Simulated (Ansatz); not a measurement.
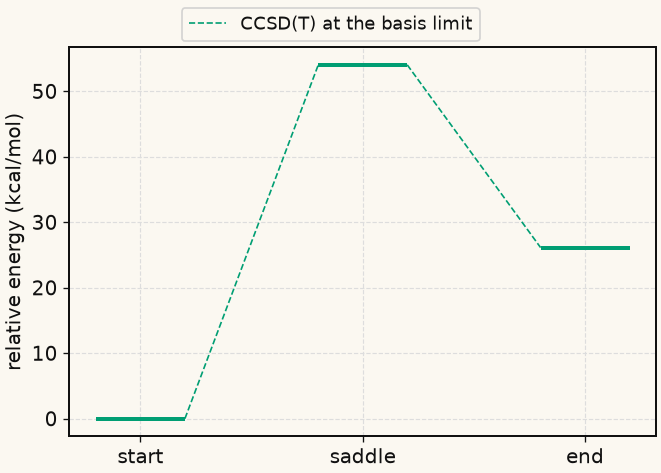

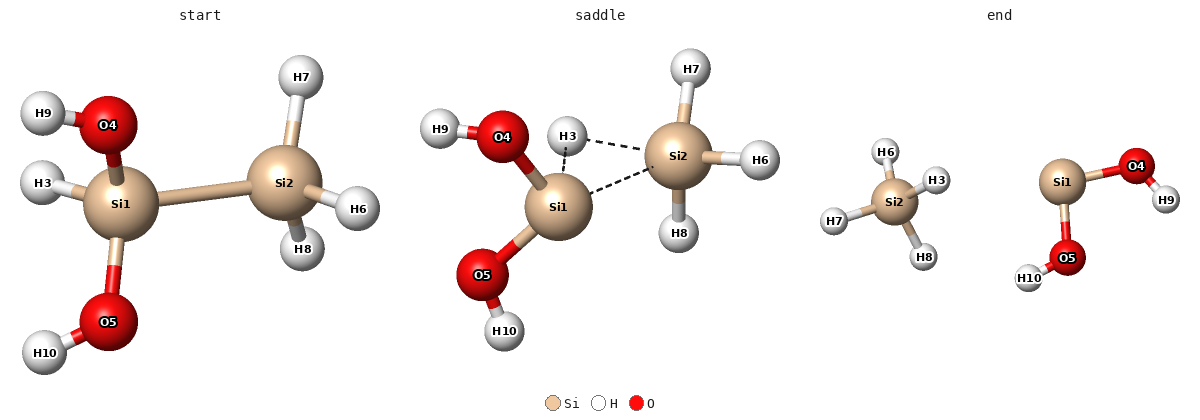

One elementary step of Si₂H₆O₂: start, first-order saddle point (changing pairs dashed) and end. Electronic energies at PBE0-D4/def2-TZVP geometries, energies in def2-TZVPP, the Ansatz code 0.2.0; cores frozen in correlated methods, no zero-point terms. Start and end are the structures at the ends of the path (complexes, where there are several molecules). The limit is the MP2 basis limit plus CCSD(T) less MP2 in triple zeta. Lines between the levels only guide the eye.

Which bonds change in the step?

Answer. Si2–H3 (3.25 → 1.69 → 1.48 Å) forms; Si1–Si2 (2.34 → 2.35 → 3.83 Å) and Si1–H3 (1.50 → 1.79 → 3.57 Å) break (lengths at start, saddle and end; changes of bond order aren't listed). The imaginary mode at the saddle is 480.1i cm⁻¹ (PBE0-D4).

Give the barriers and step energies (kcal/mol).

Answer.
```csv
level,barrier,reverse barrier,step energy
CCSD(T) at the basis limit,54.0,27.9,26.1
```
